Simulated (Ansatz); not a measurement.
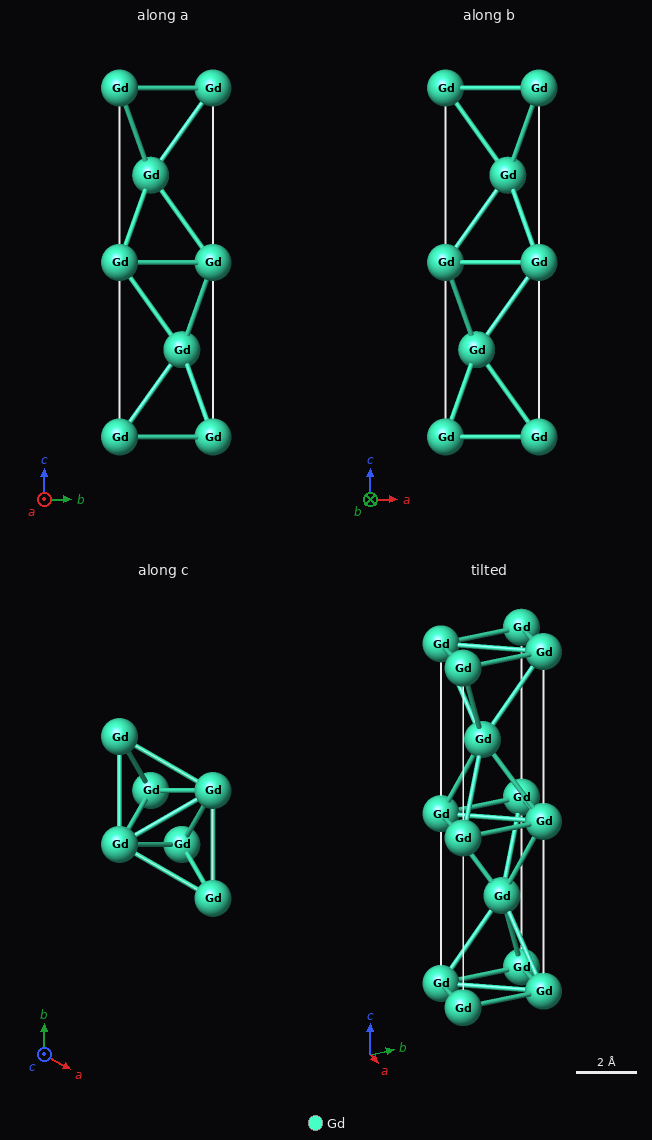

Crystal structure, ball-and-stick style, seen along the a axis, along the b axis, along the c axis and slightly off an axis. The lines enclose the conventional unit cell; boundary atoms appear with their images.

Lattice parameters: a = 3.6124 Å, b = 3.6124 Å, c = 11.6825 Å, α = 90.000°, β = 90.000°, γ = 120.000°.

**Put the structure into a CIF with its space group and independent sites.**

```cif
data_structure
_symmetry_space_group_name_H-M 'P 63/m m c'
_symmetry_Int_Tables_number 194
_cell_length_a 3.6124
_cell_length_b 3.6124
_cell_length_c 11.6825
_cell_angle_alpha 90.000
_cell_angle_beta 90.000
_cell_angle_gamma 120.000
_cell_volume 132.03
loop_
_atom_site_label
_atom_site_type_symbol
_atom_site_symmetry_multiplicity
_atom_site_Wyckoff_symbol
_atom_site_fract_x
_atom_site_fract_y
_atom_site_fract_z
_atom_site_occupancy
Gd1 Gd 2 a 0.0000 0.0000 0.0000 1
Gd2 Gd 2 c 0.3333 0.6667 0.2500 1
```

Origin of the cell: a structure type filled with this element by a generator (whether the element takes this form wasn't checked). Earlier steps of the study may have refined or changed the cell and positions. Ansatz was used for an electronic-structure calculation on it.
